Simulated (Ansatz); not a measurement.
**SiGeCl+ (triplet): from Hartree-Fock to the top rungs, cc-pVDZ**

Aim: climb from Hartree-Fock through coupled cluster and multireference methods for SiGeCl+ (triplet) at one geometry and basis, and see what each rung misses.

The runs use Ansatz 0.2.0, Gaussian basis; cc-pVDZ, core rule «outside noble gas», up to 24 orbitals frozen.

To be run: UHF; CCSD(T) on ROHF; CCSD(T) on UHF; BCCD(T) on ROHF; CISD; CCSDT(Q) on ROHF; CCSDT(Q) on UHF; CASSCF and NEVPT2, 12 electrons in 11 orbitals.

17 further runs of the same task are left out: 4 that didn't finish, 13 set aside as unsound or not needed.

### Step 1. What is computed

The geometry is a PBE0/def2-TZVP stationary point (not a proven minimum) of the parent state, kept for this charge and spin. No spin-orbit coupling is included. The filled d shell of Ge may be among the frozen orbitals whatever the setting's name suggests; the logs give the count.

3 atoms, charge 1, spin multiplicity 3.

Atoms are counted from 1 here; the program's logs count them from 0.

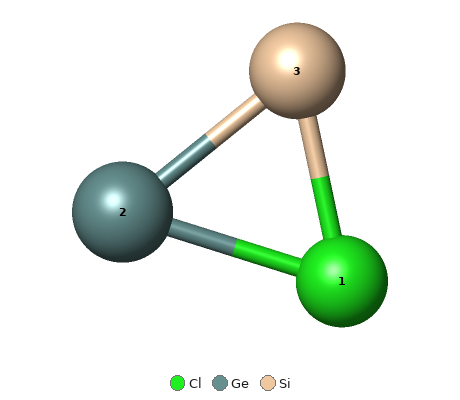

The structure; chlorine green, germanium teal, silicon light orange; atoms are numbered from 1 in the order of the file.

In the tables R marks a restricted open-shell determinant and U an unrestricted one; 'valence' is the active space of 12 electrons in 11 orbitals; energies count from the table's Hartree-Fock row.

### Step 2. UHF

in.yaml reads:

```yaml
crystal:
  periodic: [false, false, false]
  atoms:
    - {symbol: Cl, position_ang: [0.000000, 0.885306, 1.303423]}
    - {symbol: Ge, position_ang: [0.000000, 0.087359, -0.983890]}
    - {symbol: Si, position_ang: [0.000000, -1.343486, 0.899379]}
basis:
  gaussian: {orbitals: cc-pVDZ}
total_charge: 1
magnetization: {spin_polarized: true, initial_magnetization: 2}
hamiltonian: {xc: hf}
output: {orbitals: {seedname: orbitals}}
```

Launch:

```bash
ansatz run in.yaml --threads 1 --pin off --events-out ev --progress --plain --max-ram 2393MiB
```

The log of the run:

```text
Functional definition: HF
  name "HF"
  cite "Fock, Z. Phys. 61, 126 (1930) doi:10.1007/BF01340294"
  parent pbe
  exchange = exact_x
  correlation = 0
708 factors; integrals over basis functions are off by at most 9.7e-4 eV
mean field evaluation 1: about -76828.6068 eV, gradient 1.6e1 eV
mean field evaluation 2: about -76828.7626 eV, gradient 1.6e1 eV
mean field evaluation 4: about -76830.8393 eV, gradient 1.6e0 eV
mean field evaluation 8: about -76830.9053 eV, gradient 2.9e-1 eV
mean field evaluation 16: about -76830.9115 eV, gradient 2.7e-5 eV
mean field evaluation 32: about -76830.1344 eV, gradient 2.8e0 eV
mean field evaluation 64: about -76830.9093 eV, gradient 1.0e-1 eV
mean field -76830.91150978 eV, -2823.4839201223 hartree, gradient 2.7e-5 eV, S^2 2.051798; 1 other end points of the search recorded, 0 dependent functions left out
reference -76830.91150978 eV, -2823.4839201223 hartree; 32, 30 occupied and 31, 33 virtual orbitals, 708 factors
Total energy: -76830.91150978 eV, -2823.4839201223 hartree
```

It took 3.4 s on 1 thread of Arm Neoverse V1, shared host.

From the report: ⟨S²⟩ of the determinant 2.052 (pure triplet: 2.00).

### Step 3. CCSD(T) on ROHF

in.yaml: that of step 2 with these lines changed.

```diff
@@ -9,4 +9,4 @@
 total_charge: 1
-magnetization: {spin_polarized: true, initial_magnetization: 2}
-hamiltonian: {xc: hf}
-output: {orbitals: {seedname: orbitals}}
+magnetization: {spin_polarized: false, initial_magnetization: 2}
+correlation: {method: ccsd_t, electrons: outside_noble_gas}
+output: {forces: true}
```

The command is unchanged.

The log of the run, shortened:

```text
Functional definition: HF
  name "HF"
  cite "Fock, Z. Phys. 61, 126 (1930) doi:10.1007/BF01340294"
  parent pbe
[...]
708 factors; integrals over basis functions are off by at most 9.7e-4 eV
[...]
mean field -76830.71508877 eV, -2823.4767017833 hartree, gradient 6.6e-6 eV, S^2 2.000000; 5 other end points of the search recorded, 0 dependent functions left out
[...]
determinant -76830.71508877 eV, -2823.4767017833 hartree, with singles and doubles -76838.87923409 eV, -2823.7767285897 hartree
determinant -76828.19794872 eV, -2823.3841985926 hartree, with singles and doubles -76836.24729807 eV, -2823.6800067250 hartree
determinant -76827.58080865 eV, -2823.3615191132 hartree, with singles and doubles -76835.72799773 eV, -2823.6609227896 hartree
determinant -76827.43465259 eV, -2823.3561479772 hartree, with singles and doubles -76835.98726717 eV, -2823.6704507657 hartree
24 core orbitals not correlated: weight in the atoms' cores, before any rotation towards them, 1.000 or more for the frozen orbitals, at most 0.000 for the correlated occupied ones
reference -76830.71508877 eV, -2823.4767017833 hartree; 8, 6 occupied and 31, 33 virtual orbitals, 708 factors
second order -7.16225053 eV of doubles, -0.08145875 eV of singles
cycle   1  -8.16391560 eV  change    2.3e-4 eV  update   2.0e-3
[...]
cycle  13  -8.16433225 eV  change   -1.2e-7 eV  update   1.6e-7
perturbative correction -0.34354592 eV, -0.0126250798 hartree
[...]
Total energy: -76839.22296695 eV, -2823.7893605395 hartree
Atom 0 at     0.000000     0.885306     1.303423 Å, force     0.000000     0.214433     0.410594 eV/Å
Atom 1 at     0.000000     0.087359    -0.983890 Å, force    -0.000000     0.379787    -1.078894 eV/Å
Atom 2 at     0.000000    -1.343486     0.899379 Å, force     0.000000    -0.594220     0.668300 eV/Å
Dipole moment:    -0.000000    -0.477428    -0.087964 e Å
```

Run time: 18 s. Hardware: 1 thread of Arm Neoverse V1, shared host.

From the report: correlation -8.5079 eV; T1 0.026; largest double amplitude 0.08.

### Step 4. CCSD(T) on UHF

in.yaml: that of step 3 with these lines changed.

```diff
@@ -9,3 +9,3 @@
 total_charge: 1
-magnetization: {spin_polarized: false, initial_magnetization: 2}
+magnetization: {spin_polarized: true, initial_magnetization: 2}
 correlation: {method: ccsd_t, electrons: outside_noble_gas}
```

Same command.

The log of the run, shortened:

```text
Functional definition: HF
  name "HF"
  cite "Fock, Z. Phys. 61, 126 (1930) doi:10.1007/BF01340294"
  parent pbe
[...]
708 factors; integrals over basis functions are off by at most 9.7e-4 eV
[...]
mean field -76830.91150978 eV, -2823.4839201223 hartree, gradient 2.2e-6 eV, S^2 2.051799; 4 other end points of the search recorded, 0 dependent functions left out
determinant -76830.91150978 eV, -2823.4839201223 hartree, with singles and doubles -76838.88862405 eV, -2823.7770736644 hartree
determinant -76828.50123513 eV, -2823.3953441626 hartree, with singles and doubles -76836.76666174 eV, -2823.6990929880 hartree
24 core orbitals not correlated: weight in the atoms' cores, before any rotation towards them, 1.000 or more for the frozen orbitals, at most 0.000 for the correlated occupied ones
reference -76830.91150978 eV, -2823.4839201223 hartree; 8, 6 occupied and 31, 33 virtual orbitals, 708 factors
second order -6.97436859 eV of doubles, -0.00000000 eV of singles
cycle   1  -7.97713338 eV  change   -1.9e-5 eV  update   2.2e-3
[...]
cycle  13  -7.97793194 eV  change    3.5e-8 eV  update   1.9e-7
perturbative correction -0.33520110 eV, -0.0123184131 hartree
[...]
Total energy: -76839.22464282 eV, -2823.7894221265 hartree
Atom 0 at     0.000000     0.885306     1.303423 Å, force    -0.000000     0.216692     0.411147 eV/Å
Atom 1 at     0.000000     0.087359    -0.983890 Å, force     0.000000     0.378762    -1.077769 eV/Å
Atom 2 at     0.000000    -1.343486     0.899379 Å, force     0.000000    -0.595454     0.666621 eV/Å
Dipole moment:     0.000000    -0.477360    -0.088300 e Å
```

Wall time 18 s (1 thread of Arm Neoverse V1, shared host).

From the report: ⟨S²⟩ of the determinant 2.052 (pure triplet: 2.00); correlation -8.3131 eV; T1 0.027; largest double amplitude 0.08.

### Step 5. BCCD(T) on ROHF

in.yaml: that of step 4 with these lines changed.

```diff
@@ -9,4 +9,3 @@
 total_charge: 1
-magnetization: {spin_polarized: true, initial_magnetization: 2}
-correlation: {method: ccsd_t, electrons: outside_noble_gas}
-output: {forces: true}
+magnetization: {spin_polarized: false, initial_magnetization: 2}
+correlation: {method: bccd_t, electrons: outside_noble_gas}
```

Launched as before.

The log of the run, shortened:

```text
Functional definition: HF
  name "HF"
  cite "Fock, Z. Phys. 61, 126 (1930) doi:10.1007/BF01340294"
  parent pbe
[...]
708 factors; integrals over basis functions are off by at most 9.7e-4 eV
[...]
mean field -76830.71508877 eV, -2823.4767017833 hartree, gradient 6.6e-6 eV, S^2 2.000000; 5 other end points of the search recorded, 0 dependent functions left out
[...]
determinant -76830.71508877 eV, -2823.4767017833 hartree, with singles and doubles -76838.87923409 eV, -2823.7767285897 hartree
determinant -76828.19794872 eV, -2823.3841985926 hartree, with singles and doubles -76836.24729807 eV, -2823.6800067250 hartree
determinant -76827.58080865 eV, -2823.3615191132 hartree, with singles and doubles -76835.72799773 eV, -2823.6609227896 hartree
determinant -76827.43465259 eV, -2823.3561479772 hartree, with singles and doubles -76835.98726717 eV, -2823.6704507657 hartree
24 core orbitals not correlated: weight in the atoms' cores, before any rotation towards them, 1.000 or more for the frozen orbitals, at most 0.000 for the correlated occupied ones
reference -76830.71508877 eV, -2823.4767017833 hartree; 8, 6 occupied and 31, 33 virtual orbitals, 708 factors
second order -7.16225053 eV of doubles, -0.08145875 eV of singles
cycle   1  -8.14776135 eV  change    1.6e-2 eV  update   1.3e-2
[...]
cycle  11  -8.14500768 eV  change   -9.8e-6 eV  update   1.1e-5
perturbative correction -0.36410608 eV, -0.0133806516 hartree
Total energy: -76839.22420253 eV, -2823.7894059463 hartree
```

It took 12 s on 1 thread of Arm Neoverse V1, shared host.

From the report: correlation -8.5091 eV; largest double amplitude 0.08.

### Step 6. CISD

in.yaml: that of step 5 with these lines changed.

```diff
@@ -10,2 +10,2 @@
 magnetization: {spin_polarized: false, initial_magnetization: 2}
-correlation: {method: bccd_t, electrons: outside_noble_gas}
+correlation: {active_space: {ras: {orbitals: [6, 2, 31], electrons: 14, max_holes: 2, max_particles: 2}, fixed_orbitals: true}}
```

Same command.

The log of the run:

```text
Functional definition: HF
  name "HF"
  cite "Fock, Z. Phys. 61, 126 (1930) doi:10.1007/BF01340294"
  parent pbe
  exchange = exact_x
  correlation = 0
708 factors; integrals over basis functions are off by at most 9.7e-4 eV
mean field evaluation 1: about -76828.5512 eV, gradient 2.2e1 eV
mean field evaluation 2: about -76828.7049 eV, gradient 2.2e1 eV
mean field evaluation 4: about -76830.6746 eV, gradient 1.6e0 eV
mean field evaluation 8: about -76830.7128 eV, gradient 2.1e-1 eV
mean field evaluation 16: about -76829.7598 eV, gradient 5.0e0 eV
mean field -76830.71508877 eV, -2823.4767017833 hartree, gradient 6.6e-6 eV, S^2 2.000000; 2 other end points of the search recorded, 0 dependent functions left out
reference -76830.71508877 eV, -2823.4767017833 hartree; 32, 30 occupied and 31, 33 virtual orbitals, 708 factors
state -76837.98257777 eV, -2823.7437770779 hartree
Total energy: -76837.98257777 eV, -2823.7437770779 hartree
```

Run time: 12 s. Hardware: 1 thread of Arm Neoverse V1, shared host.

From the report: 151,326 determinants.

### Step 7. CCSDT(Q) on ROHF

in.yaml: that of step 6 with these lines changed.

```diff
@@ -10,2 +10,2 @@
 magnetization: {spin_polarized: false, initial_magnetization: 2}
-correlation: {active_space: {ras: {orbitals: [6, 2, 31], electrons: 14, max_holes: 2, max_particles: 2}, fixed_orbitals: true}}
+correlation: {method: ccsdt_q, electrons: outside_noble_gas}
```

Same command.

The log of the run, shortened:

```text
Functional definition: HF
  name "HF"
  cite "Fock, Z. Phys. 61, 126 (1930) doi:10.1007/BF01340294"
  parent pbe
[...]
1263 factors; integrals over basis functions are off by at most 1.3e-7 eV
[...]
mean field -76830.71526998 eV, -2823.4767084427 hartree, gradient 8.4e-6 eV, S^2 2.000000; 5 other end points of the search recorded, 0 dependent functions left out
[...]
determinant -76830.71526998 eV, -2823.4767084427 hartree, with singles and doubles -76838.87942565 eV, -2823.7767356294 hartree
determinant -76828.19813635 eV, -2823.3842054878 hartree, with singles and doubles -76836.24752230 eV, -2823.6800149655 hartree
determinant -76828.12075502 eV, -2823.3813617762 hartree, with singles and doubles -76836.21978973 eV, -2823.6789958123 hartree
determinant -76827.43485331 eV, -2823.3561553534 hartree, with singles and doubles -76835.98750630 eV, -2823.6704595536 hartree
24 core orbitals not correlated: weight in the atoms' cores, before any rotation towards them, 1.000 or more for the frozen orbitals, at most 0.000 for the correlated occupied ones
reference -76830.71526998 eV, -2823.4767084427 hartree; 8, 6 occupied and 31, 33 virtual orbitals, 1263 factors
second order -7.16226254 eV of doubles, -0.08145772 eV of singles
cycle   1  -7.81963863 eV  change   -5.7e-1 eV  update   1.1e-1
[...]
cycle  22  -8.55599751 eV  change   -4.6e-7 eV  update   6.1e-7
perturbative correction -0.02740842 eV, -0.0010072409 hartree
Total energy: -76839.29867591 eV, -2823.7921427925 hartree
```

It took 73 s on 1 thread of Arm Neoverse V1, shared host; peak memory 0.75 GiB.

From the report: correlation -8.5834 eV; T1 0.028; largest double amplitude 0.11.

### Step 8. CCSDT(Q) on UHF

in.yaml: that of step 7 with these lines changed.

```diff
@@ -9,3 +9,3 @@
 total_charge: 1
-magnetization: {spin_polarized: false, initial_magnetization: 2}
+magnetization: {spin_polarized: true, initial_magnetization: 2}
 correlation: {method: ccsdt_q, electrons: outside_noble_gas}
```

Launched as before.

The log of the run, shortened:

```text
Functional definition: HF
  name "HF"
  cite "Fock, Z. Phys. 61, 126 (1930) doi:10.1007/BF01340294"
  parent pbe
[...]
1263 factors; integrals over basis functions are off by at most 1.3e-7 eV
[...]
mean field -76830.91169052 eV, -2823.4839267642 hartree, gradient 2.0e-6 eV, S^2 2.051799; 4 other end points of the search recorded, 0 dependent functions left out
determinant -76830.91169052 eV, -2823.4839267642 hartree, with singles and doubles -76838.88881533 eV, -2823.7770806939 hartree
determinant -76828.50141292 eV, -2823.3953506963 hartree, with singles and doubles -76836.76685618 eV, -2823.6991001335 hartree
24 core orbitals not correlated: weight in the atoms' cores, before any rotation towards them, 1.000 or more for the frozen orbitals, at most 0.000 for the correlated occupied ones
reference -76830.91169052 eV, -2823.4839267642 hartree; 8, 6 occupied and 31, 33 virtual orbitals, 1263 factors
second order -6.97438012 eV of doubles, -0.00000000 eV of singles
cycle   1  -7.58595610 eV  change   -6.1e-1 eV  update   1.1e-1
[...]
cycle  22  -8.36389484 eV  change   -5.1e-7 eV  update   5.6e-7
perturbative correction -0.03064148 eV, -0.0011260536 hartree
Total energy: -76839.30622683 eV, -2823.7924202837 hartree
```

Wall time 66 s (1 thread of Arm Neoverse V1, shared host); peak memory 0.57 GiB.

From the report: ⟨S²⟩ of the determinant 2.052 (pure triplet: 2.00); correlation -8.3945 eV; T1 0.029; largest double amplitude 0.11.

### Step 9. CASSCF and NEVPT2, 12 electrons in 11 orbitals

in.yaml: that of step 8 with these lines changed.

```diff
@@ -9,3 +9,3 @@
 total_charge: 1
-magnetization: {spin_polarized: true, initial_magnetization: 2}
-correlation: {method: ccsdt_q, electrons: outside_noble_gas}
+magnetization: {spin_polarized: false, initial_magnetization: 2}
+correlation: {method: sc_nevpt2, electrons: outside_noble_gas, active_space: {window: {electrons: 12, orbitals: 11}, shells: [{species: Cl, l: p, shell: 3}, {species: Ge, l: s, shell: 4}, {species: Ge, l: p, shell: 4}, {species: Si, l: s, shell: 3}, {species: Si, l: p, shell: 3}]}}
```

The command is unchanged.

The log of the run:

```text
Functional definition: HF
  name "HF"
  cite "Fock, Z. Phys. 61, 126 (1930) doi:10.1007/BF01340294"
  parent pbe
  exchange = exact_x
  correlation = 0
1263 factors; integrals over basis functions are off by at most 1.3e-7 eV
mean field evaluation 1: about -76828.5057 eV, gradient 2.2e1 eV
mean field evaluation 2: about -76828.7123 eV, gradient 2.2e1 eV
mean field evaluation 4: about -76830.6738 eV, gradient 1.6e0 eV
mean field evaluation 8: about -76830.7128 eV, gradient 2.0e-1 eV
mean field evaluation 16: about -76829.7590 eV, gradient 5.0e0 eV
mean field -76830.71526998 eV, -2823.4767084427 hartree, gradient 8.4e-6 eV, S^2 2.000000; 2 other end points of the search recorded, 0 dependent functions left out
reference -76830.71526998 eV, -2823.4767084427 hartree; 32, 30 occupied and 31, 33 virtual orbitals, 1263 factors
state -76832.99299881 eV, -2823.5604134333 hartree
state -76832.99299881 eV, -2823.5604134333 hartree; corrected -76838.16892296 eV, -2823.7506251373 hartree
Total energy: -76838.16892296 eV, -2823.7506251373 hartree
Checks for a lower state left out: starts, orbital_swaps
```

It took 25 s on 1 thread of Arm Neoverse V1, shared host; peak memory 0.29 GiB.

From the report: 106,624 determinants; active occupations 1.99, 1.98, 1.98, 1.96, 1.92, 1.01, 0.98, 0.06, 0.05, 0.04, 0.03.

### Step 10. How many determinants matter

Natural occupations of the CASSCF valence state about the gap (report; correlated orbitals 2 to 11): 1.982, 1.979, 1.958, 1.922, 1.012, 0.982, 0.062, 0.045, 0.038, 0.029. The count of effectively unpaired electrons, Σ n²(2 − n)², is 2.06; a single determinant of this spin has 2.

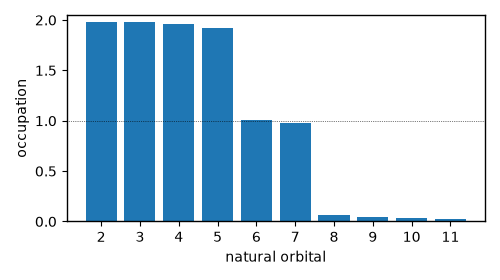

Natural occupations of the CASSCF valence state.

### Step 11. The ladder

The yardstick is UCCSDT(Q), where the cluster series has nearly closed. Rows without a time come out of other runs: HF, MP2 and CCSD of CCSD(T), CCSDT of CCSDT(Q), CASSCF and MRCISD of the multireference runs. The times of RCCSD(T), UCCSD(T) include forces.

Differences are taken before rounding.

| method | energy from the lowest RHF (kJ/mol) | from UCCSDT(Q) (kJ/mol) | time |
| --- | --- | --- | --- |
| RHF | 0.0 | +828.9 |  |
| UHF | -19.0 | +810.0 |  |
| RMP2 | -698.9 | +130.0 |  |
| UMP2 | -691.9 | +137.0 |  |
| CISD | -701.2 | +127.7 | 12 s |
| RCCSD | -787.7 | +41.2 |  |
| UCCSD | -788.7 | +40.2 |  |
| RCCSD(T) | -820.9 | +8.0 | 18 s |
| UCCSD(T) | -821.0 | +7.9 | 18 s |
| BCCD(T) | -821.0 | +7.9 | 12 s |
| RCCSDT | -825.5 | +3.4 |  |
| UCCSDT | -826.0 | +3.0 |  |
| RCCSDT(Q) | -828.2 | +0.7 | 73 s |
| UCCSDT(Q) | -828.9 | 0 | 66 s |
| CASSCF valence | -219.8 | +609.1 |  |
| NEVPT2 valence | -719.2 | +109.7 | 25 s |

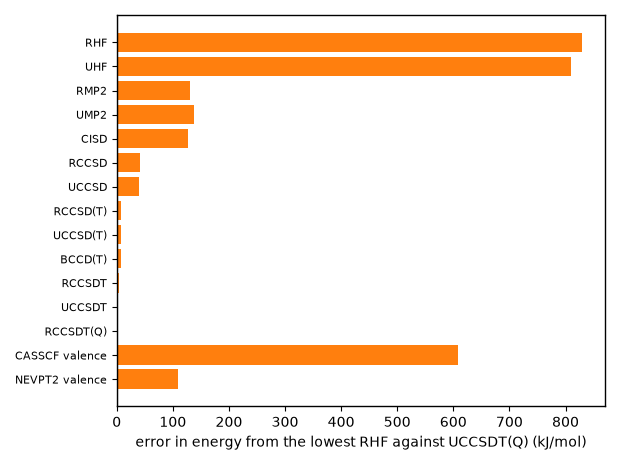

Error of each method against UCCSDT(Q).

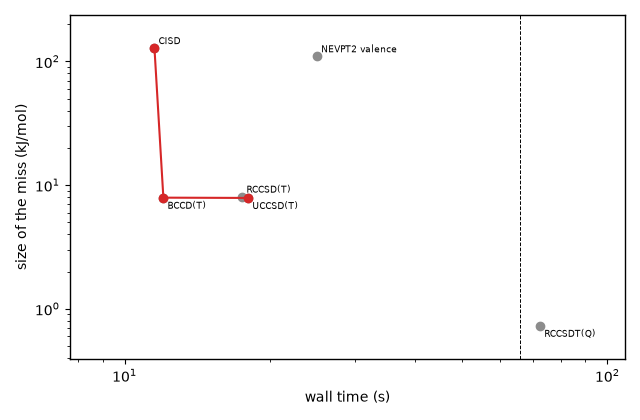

Accuracy for the time spent; red marks the levels that beat every quicker one drawn (of those quicker than the yardstick), and the dashed line is the time of UCCSDT(Q). Times are from a shared host.

### Step 12. Outcome

```
                         quantity                      value
   UCCSDT(Q) below the RHF energy                 -8.5911 eV
              RMP2 from UCCSDT(Q)              +130.0 kJ/mol
              UMP2 from UCCSDT(Q)              +137.0 kJ/mol
             RCCSD from UCCSDT(Q)               +41.2 kJ/mol
          RCCSD(T) from UCCSDT(Q)                +8.0 kJ/mol
          UCCSD(T) from UCCSDT(Q)                +7.9 kJ/mol
         RCCSDT(Q) from UCCSDT(Q)                +0.7 kJ/mol
    NEVPT2 valence from UCCSDT(Q)              +109.7 kJ/mol
levels within 1 kcal/mol (43 meV)  RCCSDT, UCCSDT, RCCSDT(Q)
                    T1 diagnostic                      0.026
   effectively unpaired electrons                       2.06
```

**Reading.** RCCSD(T) misses by +8.0 kJ/mol, 1.0 % of the correlation energy. One determinant dominates. These misses are within one basis, not against nature; the frozen cores of restricted and unrestricted runs differ, which can shift their rows.

UCCSD(T) reaches 7.9 kJ/mol from the reference in 18 s, where UCCSDT(Q) took 66 s; the quickest level in the cost chart, CISD, takes 12 s and misses by 127.7 kJ/mol.
